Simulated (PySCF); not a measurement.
# C4H7ClF2Ge: electronic excitations

Wanted: the electronic excitations of C4H7ClF2Ge (`FC[C@@H]1C[C@@H](F)[Ge@@H]1[Cl]`), by calculation.

Programs: PySCF 2.14.0, with density-fitted response routines of our own. Each step states its level of theory. These are calculated values for one molecule in the gas phase, unless marked as measured. Atoms are numbered from 0 throughout.

## Step 1: The molecule as given

15 atoms, charge 0, multiplicity 1; geometry from: GFN2-xTB.

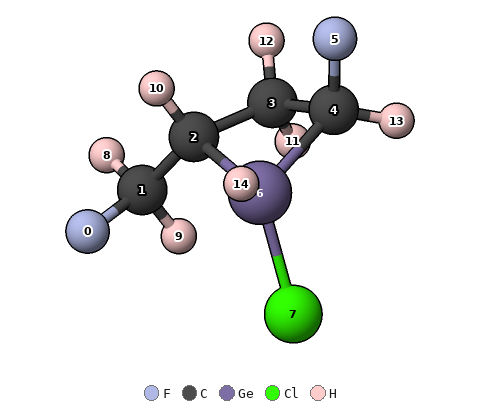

The starting geometry (fluorine light blue, carbon dark grey, germanium purple, chlorine green, hydrogen pink), atoms numbered.

## Step 2: Ultraviolet spectrum: PBE0/def2-SVPD

What the job is given:

```
{"job": {"kind": "uv", "xc": "PBE0", "basis": "def2-SVPD", "nstates": 8, "ntriplets": 3}, "charge": 0, "multiplicity": 1}
F     -2.757618     0.234027     0.338574
C     -1.575816     0.506914     0.991511
C     -0.499683    -0.383905     0.416797
C      0.952518     0.005833     0.735114
C      1.678270    -0.269135    -0.590582
F      2.179560    -1.557836    -0.609121
Ge    -0.113806    -0.228657    -1.576955
Cl    -0.536888     1.655829    -2.427115
H     -1.752667     0.332868     2.059108
H     -1.360786     1.566406     0.813022
H     -0.699610    -1.420610     0.688581
H      1.020101     1.070642     0.961447
H      1.383467    -0.557601     1.562308
H      2.526710     0.387569    -0.795065
H     -0.448166    -1.334353    -2.589536
```

Level: TDDFT PBE0/def2-SVPD, vertical, gas phase, core orbitals frozen in the response.

On the command line:

```console
> OMP_NUM_THREADS=1 python probes_run.py task.json out
```

This one command runs all jobs of the session in turn.

The log of the run:

```text
coarse grid: 62360 points
cycle   1  E = -2892.0188861342  dE =  2.277e-01  |g| = 7.116e-01  |ddm| = 5.508e+00
cycle   2  E = -2891.9470671454  dE =  7.182e-02  |g| = 9.904e-01  |ddm| = 2.025e+00
cycle   3  E = -2892.1058796180  dE = -1.588e-01  |g| = 7.978e-02  |ddm| = 1.160e+00
cycle   4  E = -2892.1067091555  dE = -8.295e-04  |g| = 4.065e-02  |ddm| = 1.347e-01
cycle   5  E = -2892.1070020563  dE = -2.929e-04  |g| = 6.876e-03  |ddm| = 5.838e-02
cycle   6  E = -2892.1070119013  dE = -9.845e-06  |g| = 2.485e-03  |ddm| = 1.570e-02
final grid: 130432 points
cycle   7  E = -2892.1069454484  dE =  1.227e-06  |g| = 3.322e-03  |ddm| = 1.382e-02
cycle   8  E = -2892.1069424013  dE =  3.047e-06  |g| = 4.734e-03  |ddm| = 1.264e-02
cycle   9  E = -2892.1069484951  dE = -6.094e-06  |g| = 3.275e-04  |ddm| = 7.328e-03
cycle  10  E = -2892.1069485174  dE = -2.226e-08  |g| = 5.845e-05  |ddm| = 5.646e-04
cycle  11  E = -2892.1069485180  dE = -5.598e-10  |g| = 6.709e-06  |ddm| = 6.162e-05
converged SCF energy = -2892.1069485180

Static polarisability (au): isotropic 90.871, principal 80.982 89.228 102.403

Singlet excitations
state   eV       nm        f      main configurations
  1   5.9704    207.7   0.00505   H->L 0.95
  2   6.5343    189.7   0.00522   H-1->L 0.72, H->L+1 0.23
  3   6.7515    183.6   0.03273   H->L+2 0.92
  4   6.8310    181.5   0.09894   H->L+1 0.66, H-1->L 0.20, H-1->L+2 0.08
  5   7.0515    175.8   0.01393   H-1->L+1 0.93
  6   7.2927    170.0   0.02571   H->L+3 0.95
  7   7.5617    164.0   0.12667   H-1->L+2 0.60, H->L+4 0.28
  8   7.6861    161.3   0.08558   H->L+4 0.45, H-1->L+2 0.22, H-2->L 0.12

Triplet excitations (Tamm-Dancoff, eV): 5.4210 5.7382 5.9973
```

It took 1.9 min on 1 thread of Arm Neoverse N1, shared host; peak memory 0.98 GiB.

The orbitals next to the gap, with their largest atomic shares:

| orbital | eV | atoms |
| --- | --- | --- |
| HOMO−3 | -9.64 | Cl7 41 %, F0 16 %, C1 11 % |
| HOMO−2 | -9.54 | Cl7 19 %, F0 14 %, F5 14 % |
| HOMO−1 | -8.35 | Cl7 20 %, Ge6 17 %, C2 15 % |
| HOMO | -7.71 | C4 24 %, Ge6 18 %, C2 15 % |
| LUMO | -0.45 | Ge6 30 %, Cl7 28 %, C2 11 % |
| LUMO+1 | 0.06 | Ge6 35 %, Cl7 19 %, H14 14 % |
| LUMO+2 | 0.21 | Ge6 29 %, H14 22 %, C2 10 % |

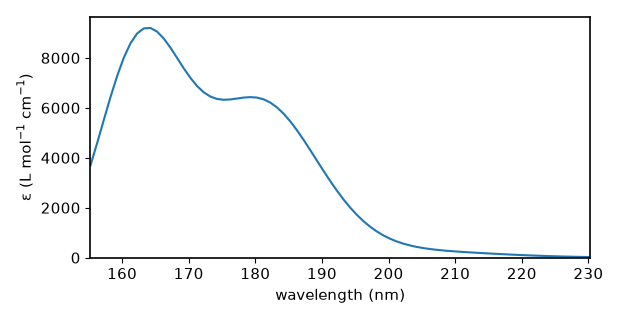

Absorption spectrum: each of the 8 states is a Gaussian band of 0.4 eV half-width at 1/e. Beyond the last state computed it falls off for lack of states.

Ground-state properties from the same run:

| property | computed |
| --- | --- |
| dipole moment (D) | 1.99 |
| polarisability (Å³) | 13.47 |
| HOMO–LUMO gap (eV) | 7.26 |
| −ε(HOMO) (eV) | 7.71 |

## Step 3: Results

| quantity | value |
| --- | --- |
| lowest singlet (PBE0/def2-SVPD) | 5.97 eV (208 nm), f = 0.005 |
| brightest single state of those computed | state 7, 7.56 eV, f = 0.127 |
| lowest triplet | 5.42 eV |

In words: The lowest singlet, at 5.97 eV, is HOMO→LUMO 0.95 and is weak; of the 8 states computed, the strongest absorption comes from state 7 at 7.56 eV (the last state computed is bright too, and its partners may lie past the list). The lowest triplet lies 0.55 eV below the lowest singlet (triplets in Tamm-Dancoff, singlets in full TDDFT).
